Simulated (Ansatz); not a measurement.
**The cluster B4H3: the relaxed shape and its frontier levels**

What does the cluster B4H3 look like as a doublet, and where do its frontier electrons sit?

Computed with Ansatz 0.2.0, Gaussian basis. Level: UKS PBE0-D4/def2-TZVP.

The runs, in order: relaxation at B3LYP-D4/def2-TZVP; a search for the lowest solution at PBE0-D4/def2-SVP; a single point at PBE0-D4/def2-TZVP; harmonic vibrations at B3LYP-D4/def2-TZVP.

1 further run of the same task is left out (set aside as unsound or not needed). Runs told in other sessions of the task aren't counted.

## Step 1: The starting structure

7 atoms, charge 0, spin multiplicity 2.

Atoms are counted from 1 here; the program's logs count them from 0.

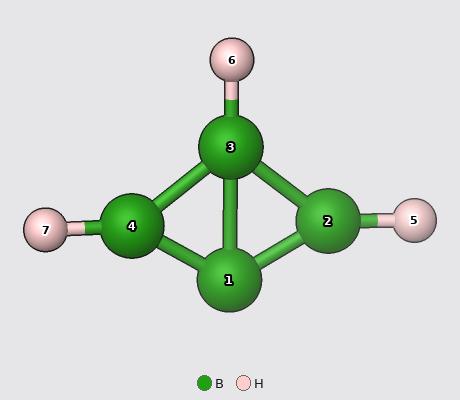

Start geometry, drawn with boron green, hydrogen pink; atoms are numbered from 1 in the order of the file.

The start is a GFN1-xTB geometry.

## Step 2: Optimising with B3LYP-D4/def2-TZVP

Contents of in.yaml:

```yaml
crystal:
  periodic: [false, false, false]
  atoms:
    - {symbol: B, position_ang: [0.793550, -0.117520, -0.774360]}
    - {symbol: B, position_ang: [0.875710, 1.038210, 0.235550]}
    - {symbol: B, position_ang: [-0.488700, 0.071120, 0.479840]}
    - {symbol: B, position_ang: [-0.378520, -1.110630, -0.723840]}
    - {symbol: H, position_ang: [1.443000, 1.980960, 0.640690]}
    - {symbol: H, position_ang: [-1.330290, 0.193760, 1.306220]}
    - {symbol: H, position_ang: [-0.914750, -2.055910, -1.164100]}
basis:
  gaussian: {orbitals: def2-TZVP}
magnetization: {spin_polarized: true, initial_magnetization: 1}
hamiltonian: {xc: {name: B3LYP}, dispersion: d4}
scf: {lower_state_search: "off"}
output: {orbitals: {seedname: orbitals}}
relax: {f_tol: 0.02, max_steps: 100}
```

The run is started by

```sh
$ ansatz run in.yaml --threads 4 --pin off --events-out ev --progress --plain --max-ram 3916MiB
```

The program printed, shortened:

```text
Functional definition: B3LYP
  name "B3LYP"
  cite "Stephens, Devlin, Chabalowski & Frisch, J. Phys. Chem. 98, 11623 (1994) doi:10.1021/j100096a001"
  cite "Becke, Phys. Rev. A 38, 3098 (1988) doi:10.1103/PhysRevA.38.3098"
  cite "Lee, Yang & Parr, Phys. Rev. B 37, 785 (1988) doi:10.1103/PhysRevB.37.785"
  cite "Vosko, Wilk & Nusair, Can. J. Phys. 58, 1200 (1980) doi:10.1139/p80-159"
[...]
808 factors; their error is unknown
[...]
mean field -2751.15071207 eV, -101.1029238717 hartree, gradient 1.7e-6 eV, S^2 0.765444; 0 other end points of the search recorded, 0 dependent functions left out
[...]
reference -2751.15096524 eV, -101.1029331755 hartree; 12, 11 occupied and 130, 131 virtual orbitals, 808 factors
relax step   1: F+E_penalty+E_count = -2751.33307455 eV  Δ(F+E_penalty+E_count) = +0.000e0 eV  max|allowed force component| = 1.521e0 eV/Å  Δτ_max = 0.0000 Å  (21 SCF iters, accepted)
[...]
relax step   5: F+E_penalty+E_count = -2751.82765907 eV  Δ(F+E_penalty+E_count) = -6.650e-3 eV  max|allowed force component| = 3.040e-2 eV/Å  Δτ_max = 0.0177 Å  (22 SCF iters, accepted)
[...]
relax step   6: F+E_penalty+E_count = -2751.82776959 eV  Δ(F+E_penalty+E_count) = -1.105e-4 eV  max|allowed force component| = 4.323e-3 eV/Å  Δτ_max = 0.0023 Å  (24 SCF iters, accepted)
Total energy: -2751.82802102 eV, -101.1278145165 hartree
Atom 0 at     0.728171    -0.106229    -0.713920 Å, force    -0.003328     0.000005     0.004323 eV/Å
Atom 1 at     0.996022     1.090185     0.184939 Å, force    -0.001389     0.001450    -0.003739 eV/Å
Atom 2 at    -0.413315     0.060274     0.405319 Å, force     0.001425    -0.000692    -0.000753 eV/Å
Atom 3 at    -0.334416    -1.186867    -0.833223 Å, force     0.001988     0.000113     0.000003 eV/Å
Atom 4 at     1.338905     2.037556     0.784243 Å, force     0.001853    -0.000452     0.001452 eV/Å
Atom 5 at    -1.251310     0.182431     1.226961 Å, force     0.000011     0.000196    -0.000273 eV/Å
Atom 6 at    -1.064057    -2.077359    -1.054318 Å, force    -0.000560    -0.000620    -0.001014 eV/Å
Dipole moment:    -0.138435     0.020142     0.135795 e Å
Checks for a lower state left out: stability, starts, cluster_reference, orbital_swaps, neighbouring_geometries, increment
```

Wall time 8 s (4 threads of Arm Neoverse V1, shared host).

Step by step:

| step | energy from step 1 (eV) | largest force component (eV/Å) |
| --- | --- | --- |
| 1 | 0.0000 | 1.5214 |
| 2 | -0.3123 | 1.2767 |
| 3 | -0.4458 | 0.7819 |
| 4 | -0.4879 | 0.3636 |
| 5 | -0.4946 | 0.0304 |
| 6 | -0.4947 | 0.0043 |

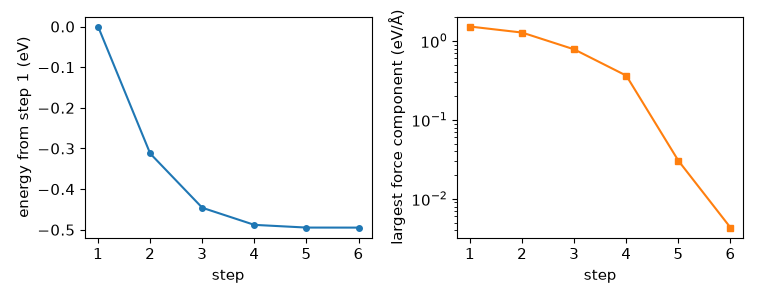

Energy and largest force along the relaxation.

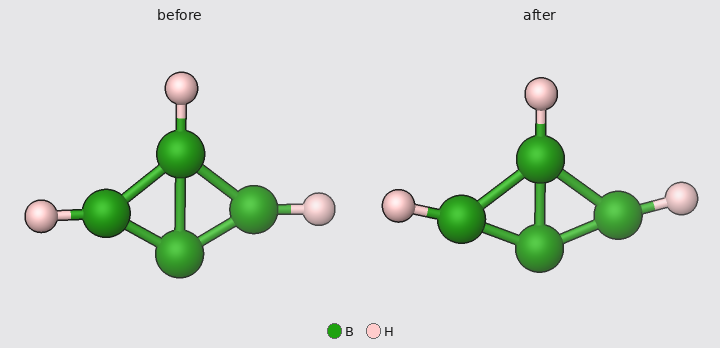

The geometry before (left) and after (right).

Close pairs (by a distance rule), those that changed most:

| bond | before (Å) | after (Å) | change (Å) |
| --- | --- | --- | --- |
| B1–B3 | 1.804 | 1.607 | -0.196 |
| B2–B3 | 1.690 | 1.759 | +0.069 |
| B3–B4 | 1.690 | 1.759 | +0.069 |
| B1–B4 | 1.537 | 1.520 | -0.017 |
| B1–B2 | 1.537 | 1.520 | -0.017 |
| B3–H6 | 1.186 | 1.180 | -0.006 |
| B4–H7 | 1.173 | 1.172 | -0.000 |
| B2–H5 | 1.172 | 1.172 | -0.000 |

Bonds by kind at the end (by distance):

| bond | count | shortest (Å) | longest (Å) |
| --- | --- | --- | --- |
| B–B | 5 | 1.520 | 1.759 |
| B–H | 3 | 1.172 | 1.180 |

## Step 3: Searching for the lowest solution, PBE0-D4/def2-SVP

start.molden holds the orbitals of an earlier run on this state, given as this run's starting guess.

Contents of in.yaml:

```yaml
crystal:
  periodic: [false, false, false]
  atoms:
    - {symbol: B, position_ang: [0.728171, -0.106229, -0.713920]}
    - {symbol: B, position_ang: [0.996022, 1.090185, 0.184939]}
    - {symbol: B, position_ang: [-0.413315, 0.060274, 0.405319]}
    - {symbol: B, position_ang: [-0.334416, -1.186867, -0.833223]}
    - {symbol: H, position_ang: [1.338905, 2.037556, 0.784243]}
    - {symbol: H, position_ang: [-1.251310, 0.182431, 1.226961]}
    - {symbol: H, position_ang: [-1.064057, -2.077359, -1.054318]}
basis:
  gaussian: {orbitals: def2-SVP, initial_orbitals: start.molden}
magnetization: {spin_polarized: true, initial_magnetization: 1}
hamiltonian: {xc: pbe0, dispersion: d4}
output: {orbitals: {seedname: orbitals}}
```

Same command.

The program printed:

```text
Functional definition: PBE0
  name "PBE0"
  cite "Adamo & Barone, J. Chem. Phys. 110, 6158 (1999) doi:10.1063/1.478522"
  cite "Perdew, Burke & Ernzerhof, Phys. Rev. Lett. 77, 3865 (1996) doi:10.1103/PhysRevLett.77.3865"
  parent pbe
  parameter a = 0.25
  parameter kappa = 0.804
  parameter beta = 0.06672455060314922
  exchange = (1 - a)*pbe_x(kappa = kappa, mu = beta*pi^2/3) + a*exact_x
  correlation = pbe_c(beta = beta)
790 factors; their error is unknown
mean field evaluation 1: about -2648.4932 eV, gradient 1.0e2 eV
mean field evaluation 2: about -2682.8210 eV, gradient 5.2e1 eV
mean field evaluation 4: about -2730.7292 eV, gradient 2.0e1 eV
mean field evaluation 8: about -2744.2524 eV, gradient 9.9e-3 eV
mean field evaluation 16: about -2744.1902 eV, gradient 2.9e0 eV
mean field evaluation 32: about -2743.2662 eV, gradient 5.0e0 eV
mean field -2744.24230056 eV, -100.8490444313 hartree, gradient 1.2e-5 eV, S^2 0.767998; 3 other end points of the search recorded, 0 dependent functions left out
reference -2744.24232433 eV, -100.8490453050 hartree; 12, 11 occupied and 59, 60 virtual orbitals, 790 factors
Total energy: -2744.33424590 eV, -100.8524233604 hartree
```

It took 1.3 s on 4 threads of Arm Neoverse V1, shared host.

From the report: HOMO -7.52 eV, LUMO -4.31 eV (over both spins); ⟨S²⟩ 0.768 (pure: 0.75).

## Step 4: Single point, PBE0-D4/def2-TZVP

Edit in.yaml of step 3 so:

```diff
@@ -11,5 +11,6 @@
 basis:
-  gaussian: {orbitals: def2-SVP, initial_orbitals: start.molden}
+  gaussian: {orbitals: def2-TZVP, initial_orbitals: start.molden}
 magnetization: {spin_polarized: true, initial_magnetization: 1}
 hamiltonian: {xc: pbe0, dispersion: d4}
+scf: {omitted_lower_state_checks: [starts]}
 output: {orbitals: {seedname: orbitals}}
```

Same command.

The program printed:

```text
Functional definition: PBE0
  name "PBE0"
  cite "Adamo & Barone, J. Chem. Phys. 110, 6158 (1999) doi:10.1063/1.478522"
  cite "Perdew, Burke & Ernzerhof, Phys. Rev. Lett. 77, 3865 (1996) doi:10.1103/PhysRevLett.77.3865"
  parent pbe
  parameter a = 0.25
  parameter kappa = 0.804
  parameter beta = 0.06672455060314922
  exchange = (1 - a)*pbe_x(kappa = kappa, mu = beta*pi^2/3) + a*exact_x
  correlation = pbe_c(beta = beta)
these checks for a lower state are left out or cut short: starts
808 factors; their error is unknown
mean field evaluation 1: about -2745.7476 eV, gradient 4.4e1 eV
mean field evaluation 2: about -2747.2047 eV, gradient 1.2e0 eV
mean field evaluation 4: about -2747.2090 eV, gradient 1.7e-1 eV
mean field evaluation 8: about -2747.2091 eV, gradient 7.9e-6 eV
mean field -2747.20909698 eV, -100.9580721888 hartree, gradient 7.9e-6 eV, S^2 0.768558; 0 other end points of the search recorded, 0 dependent functions left out
reference -2747.20913068 eV, -100.9580734274 hartree; 12, 11 occupied and 130, 131 virtual orbitals, 808 factors
Total energy: -2747.30105226 eV, -100.9614514828 hartree
Checks for a lower state left out: starts
```

It took 2 s on 4 threads of Arm Neoverse V1, shared host.

HOMO -7.48 eV, LUMO -4.26 eV (over both spins); ⟨S²⟩ 0.769 (pure: 0.75).

Mulliken charges, from this run's orbitals:

| atom | value (e) |
| --- | --- |
| B1 | -0.32 |
| B2 | 0.07 |
| B3 | -0.08 |
| B4 | 0.07 |
| H5 | 0.09 |
| H6 | 0.08 |
| H7 | 0.09 |

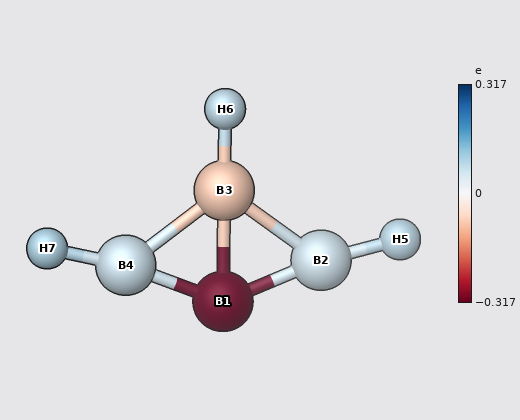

Mulliken charges, from this run's orbitals, as colours on the atoms.

Mulliken spin populations:

| atom | value (e) |
| --- | --- |
| B1 | -0.01 |
| B2 | 0.32 |
| B3 | 0.40 |
| B4 | 0.32 |
| H5 | -0.01 |
| H6 | -0.01 |
| H7 | -0.01 |

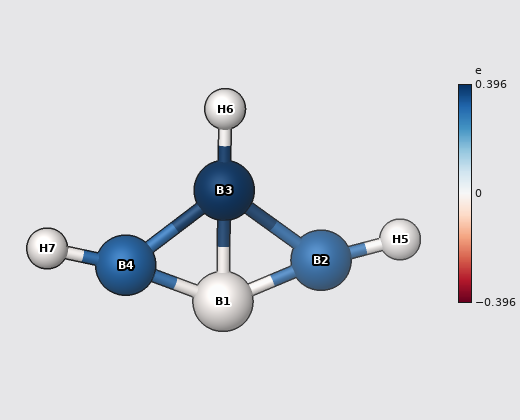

Mulliken spin populations, as colours on the atoms.

Largest Mayer bond orders: B1–B2 1.31; B1–B4 1.31; B2–H5 0.94; B4–H7 0.94; B1–B3 0.92; B3–H6 0.92; B2–B3 0.81; B3–B4 0.81; B2–B4 0.21.

Orbitals, density, ELF and potential are computed afterwards from the orbital file.

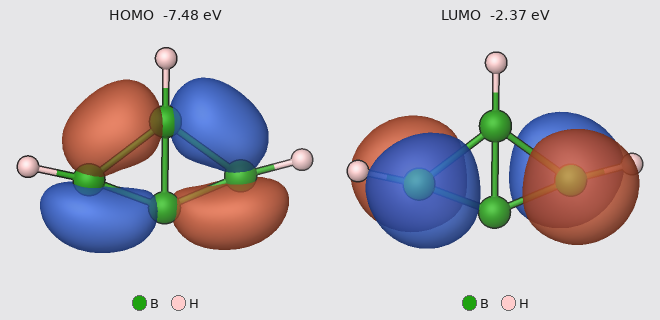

PBE0-D4/def2-TZVP orbitals (alpha spin) near the gap, drawn at the value that encloses 70 % of each; the two colours are the two signs.

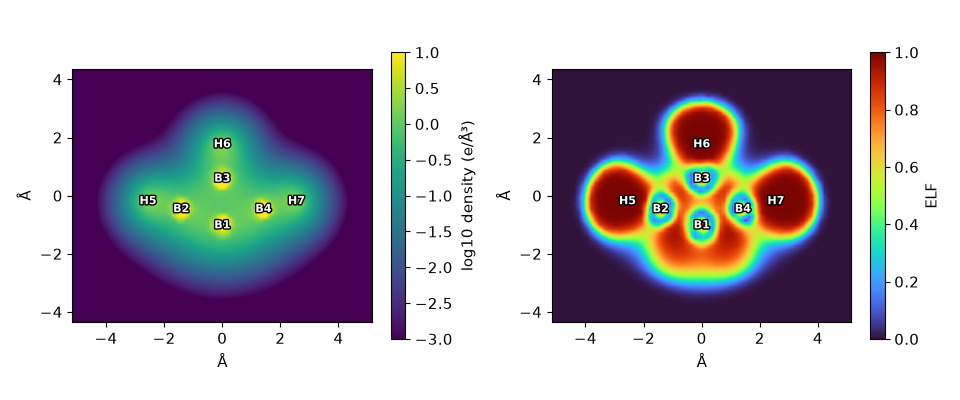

Density (left) and ELF (right) in a plane through or near 7 of the atoms.

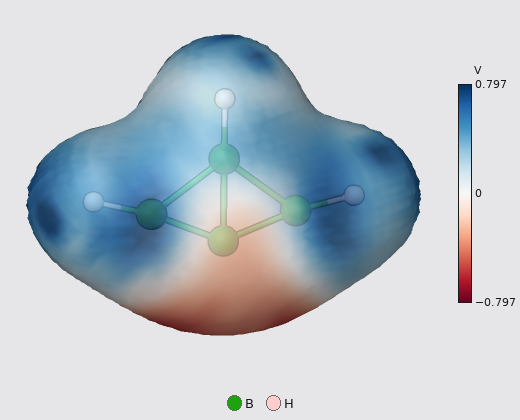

Electrostatic potential on the surface of density 0.002 e/bohr³; red is low, blue high. It runs from -0.58 V near B1 to 0.80 V near B2.

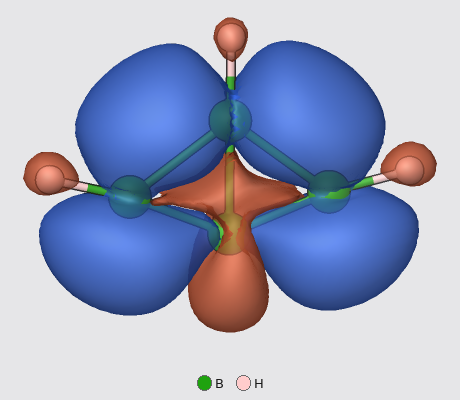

Spin density at ±0.01 e/Å³ (alpha excess blue, beta excess red).

## Step 5: Vibrations by finite differences

Edit in.yaml of step 4 so:

```diff
@@ -11,6 +11,6 @@
 basis:
-  gaussian: {orbitals: def2-TZVP, initial_orbitals: start.molden}
+  gaussian: {orbitals: def2-TZVP}
 magnetization: {spin_polarized: true, initial_magnetization: 1}
-hamiltonian: {xc: pbe0, dispersion: d4}
+hamiltonian: {xc: {name: B3LYP}, dispersion: d4}
 scf: {omitted_lower_state_checks: [starts]}
-output: {orbitals: {seedname: orbitals}}
+phonons: {temperatures: {t_min: 298.15, t_max: 900, t_step: 200}}
```

Launched as before.

The program printed, shortened:

```text
Functional definition: B3LYP
  name "B3LYP"
  cite "Stephens, Devlin, Chabalowski & Frisch, J. Phys. Chem. 98, 11623 (1994) doi:10.1021/j100096a001"
  cite "Becke, Phys. Rev. A 38, 3098 (1988) doi:10.1103/PhysRevA.38.3098"
  cite "Lee, Yang & Parr, Phys. Rev. B 37, 785 (1988) doi:10.1103/PhysRevB.37.785"
  cite "Vosko, Wilk & Nusair, Can. J. Phys. 58, 1200 (1980) doi:10.1139/p80-159"
[...]
808 factors; their error is unknown
[...]
mean field -2751.64626054 eV, -101.1211349420 hartree, gradient 2.4e-5 eV, S^2 0.762797; 0 other end points of the search recorded, 0 dependent functions left out
[...]
reference -2751.64651197 eV, -101.1211441819 hartree; 12, 11 occupied and 130, 131 virtual orbitals, 808 factors
[...]
808 factors; their error is unknown
[...]
Total energy: -2751.82802102 eV, -101.1278145164 hartree
Atom 0 at     0.728171    -0.106229    -0.713920 Å, force    -0.003328     0.000012     0.004327 eV/Å
Atom 1 at     0.996022     1.090185     0.184939 Å, force    -0.001387     0.001461    -0.003729 eV/Å
Atom 2 at    -0.413315     0.060274     0.405319 Å, force     0.001441    -0.000691    -0.000766 eV/Å
Atom 3 at    -0.334416    -1.186867    -0.833223 Å, force     0.001987     0.000107     0.000003 eV/Å
Atom 4 at     1.338905     2.037556     0.784243 Å, force     0.001849    -0.000461     0.001445 eV/Å
Atom 5 at    -1.251310     0.182431     1.226961 Å, force     0.000002     0.000197    -0.000263 eV/Å
Atom 6 at    -1.064057    -2.077359    -1.054318 Å, force    -0.000565    -0.000624    -0.001016 eV/Å
Dipole moment:    -0.138434     0.020142     0.135795 e Å
Vibrations: 184.96 512.65 551.89 654.57 670.02 674.72 724.76 784.49 785.74 852.11 1052.13 1323.75 2724.10 2802.49 2805.11 cm⁻¹, zero-point energy 1.060281 eV
Checks for a lower state left out: starts
```

It took 43 s on 4 threads of Arm Neoverse V1, shared host.

Motions are named by where the mode's potential energy lies. The modes, unscaled (a negative number is an imaginary wavenumber):

| mode | cm⁻¹ | motion |
| --- | --- | --- |
| 1 | 185 | out-of-plane bend |
| 2 | 513 | bend |
| 3 | 552 | bend |
| 4 | 655 | bend |
| 5 | 670 | out-of-plane bend with bend |
| 6 | 675 | bend |
| 7 | 725 | bend with B–B stretch |
| 8 | 784 | out-of-plane bend |
| 9 | 786 | bend with out-of-plane bend |
| 10 | 852 | bend |
| 11 | 1052 | B–B stretch |
| 12 | 1324 | B–B stretch with bend |
| 13 | 2724 | B–H stretch |
| 14 | 2802 | B–H stretch |
| 15 | 2805 | B–H stretch |

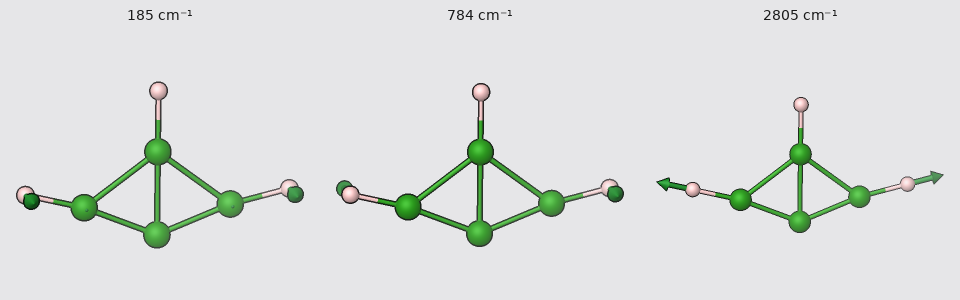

Displacements of 3 modes, as arrows.

## Step 6: Outcome

| quantity | value |
| --- | --- |
| point group | C2v |
| commonest bond, hydrogen aside | B–B, 5 of mean length 1.633 Å |
| HOMO, LUMO at PBE0-D4/def2-TZVP (over both spins) | -7.48, -4.26 eV |
| ⟨S²⟩ | 0.769 |
| dipole at B3LYP-D4/def2-TZVP | 0.94 D |
| lowest, highest wavenumber | 185, 2805 cm⁻¹ |

What this shows: The molecule keeps its bonding pattern by the stored test; the atoms moved 0.14 Å (rms), and the angle B1–B4–H7 went from 149° to 172°. All wavenumbers are real: a minimum at this level. The alpha HOMO lies nearest to B2, B3, B4 about 25 % each; B1 12 % and the alpha LUMO to B2, B4 about 36 % each; H5, H7 about 9 % each (shares on a coarse grid); over both spins the LUMO of beta spin, not drawn, take the frontier's place. Whether this spin is the lowest isn't tested here.
